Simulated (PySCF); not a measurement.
O2 (triplet)

```xyz
2

O     0.0000    0.0000   -0.5980
O     0.0000    0.0000    0.5980
```

Method: PBE0/def2-TZVPP, non-relativistic Hamiltonian with scalar-relativistic core potentials where named, at a bond length of 1.196 Å in PySCF 2.14.0.

Question: What can the converged electron density, electron localisation function and spin density tell about the bonding?

Answer: O–O (1.20 Å): the density is about 3.8 e/Å³ at the midpoint; the ELF peaks at about 0.85 between the atoms: localised, covalent bonding.
The unpaired spin (2 electrons) lies mostly on O1 (about 1.0) and O2 (about 1.0), in electrons by Hirshfeld's partition.

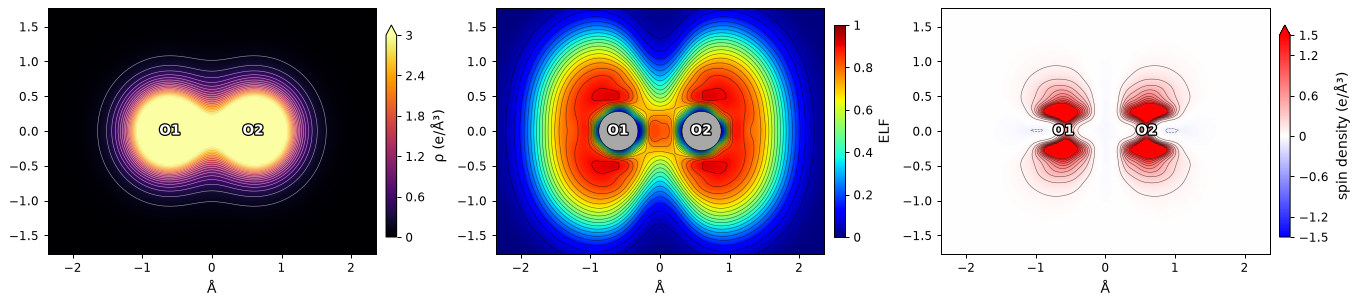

Computed electron density, electron localisation function and spin density on a plane that holds the molecular axis, in this order. Grey discs cover the atomic cores in the ELF map. 
